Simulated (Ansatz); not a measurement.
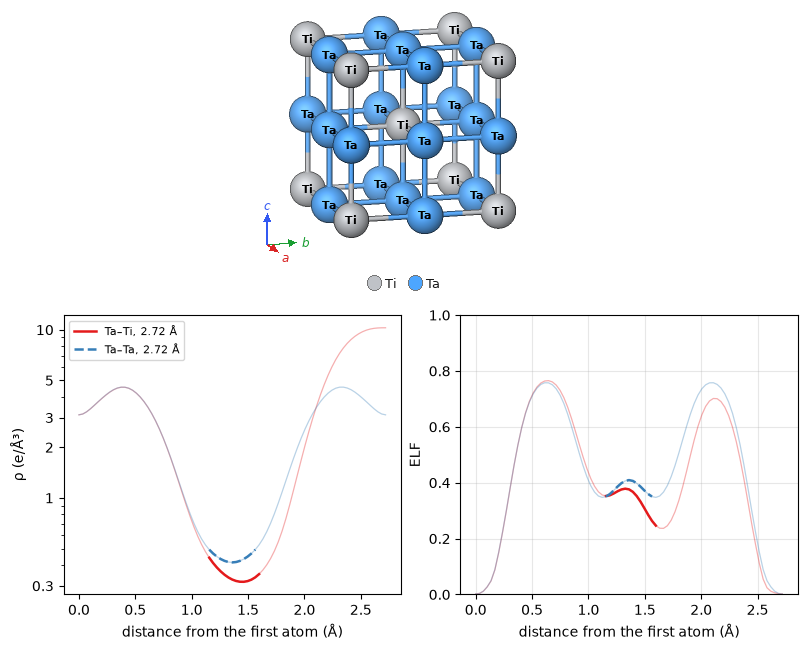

Figure 1: Ta₃Ti. Valence electron density and ELF along straight lines between neighbouring atoms. Thin, pale parts lie inside the atomic spheres. The structure is drawn too.

Space group Im-3m; a structure generated by program, which may or may not match a known phase; computed without spin polarisation.

The calculation used DFT PBE, scalar-relativistic, plane waves, PAW (Ansatz).

Core electrons are frozen (PAW), and the valence fields are smoothed inside the atomic spheres.

What can be read from the curves?

Answer. Ta–Ti (2.72 Å): the density is about 0.33 e/Å³ at the midpoint; the ELF is about 0.40 at the midpoint.
Ta–Ta (2.72 Å): the density is about 0.41 e/Å³ at the midpoint; the ELF is about 0.40 at the midpoint.
